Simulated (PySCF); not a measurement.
# C5H10B2F2Si (SMILES FB(F)BC[SiH]1CC=CC1): what the fields show

```xyz
20

F     2.6270    1.7139    1.0415
B     3.0861    0.9446    0.0547
F     4.0671    1.5583   -0.5992
B     2.4918   -0.5736   -0.2924
C     1.1851   -0.7820   -1.0838
Si   -0.1928   -0.8093    0.2654
C    -1.9139   -1.0168   -0.5442
C    -2.6731    0.1940   -0.0890
C    -2.0614    1.0950    0.6590
C    -0.6238    0.8809    1.0334
H     3.0211   -1.5394    0.1162
H     0.9206    0.0113   -1.7802
H     1.1156   -1.7343   -1.6040
H     0.0664   -1.8494    1.2754
H    -1.8994   -1.0531   -1.6348
H    -2.4301   -1.9186   -0.2150
H    -3.7051    0.2952   -0.3935
H    -2.5564    1.9881    1.0124
H    -0.5159    0.9027    2.1183
H    -0.0139    1.7033    0.6566
```

Geometry: GFN2-xTB.

These are results of PBE0/pcSseg-1, SCF density, gas phase, non-relativistic in PySCF, not measurements.

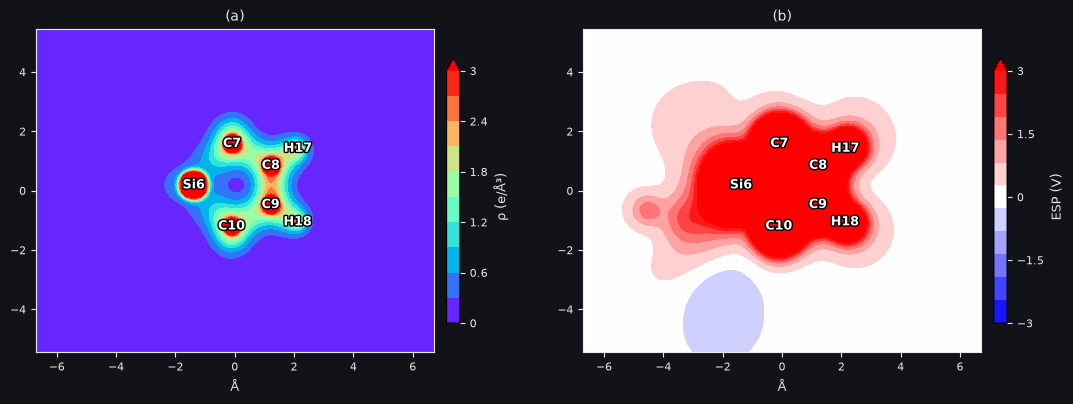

Figure 1. (a) electron density; (b) electrostatic potential on the plane of atoms Si6, C7 and C8.

### What does the map show?

- Atoms in the plane: Si, C and H.
- C–C (1.32 Å): ρ is about 2.4 e/Å³ halfway.
- C–Si (1.91 Å): ρ is about 0.92 e/Å³ halfway.
- C–H (1.08 Å): ρ is about 2 e/Å³ halfway.
- C–C (1.50 Å): the density is about 1.7 e/Å³ at the midpoint.
- Outside the dense part of the molecule the potential is most negative (−0.6 V) near F1, which lies off the plane.

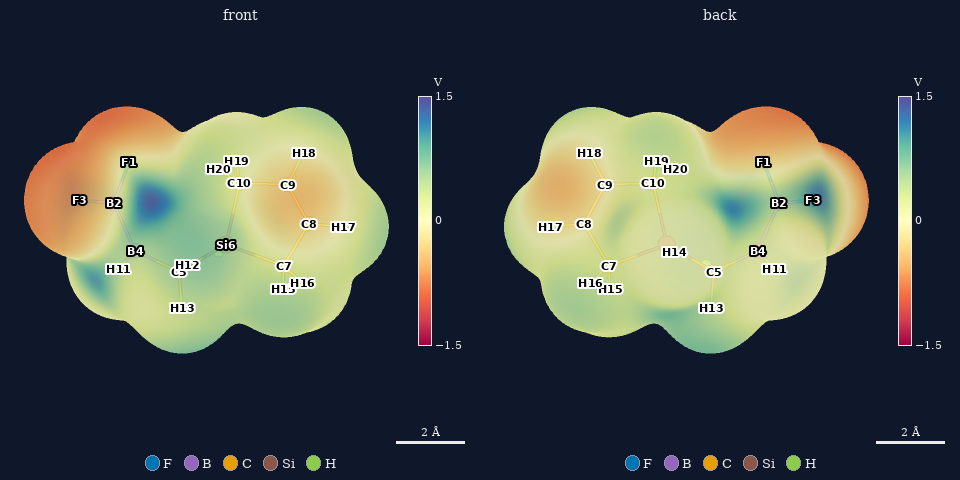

Figure 2. The electrostatic potential painted on the density surface at 0.001 e/bohr³, seen from the front and from behind; the colour scale runs from red (negative) to blue (positive).

### Describe the electrostatic potential map.

The most negative region (about −0.9 V, or −21 kcal/mol for a unit charge) lies over F1 and F3, the most positive (about +1.2 V, or +28 kcal/mol for a unit charge) over B2.
